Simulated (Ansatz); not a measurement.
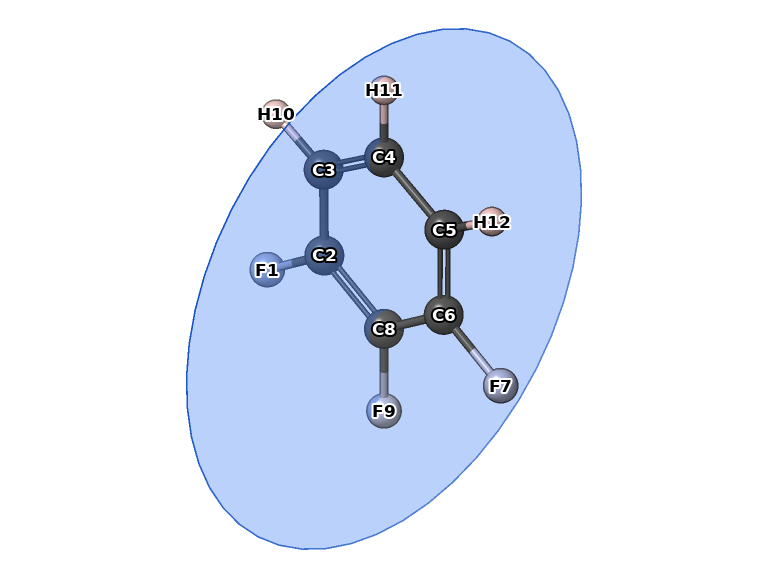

A disc through the centre of mass is drawn in. Atoms fade into the background with distance from the viewer. Computed geometry: PBE0-D4/def2-TZVP optimisation.

### Is the plane of the disc a mirror plane of the structure?

Yes. The reflection leaves C4, C8, F9, H11 in place and moves F1 ↔ F7; C2 ↔ C6; C3 ↔ C5; H10 ↔ H12. The point group is C2v.
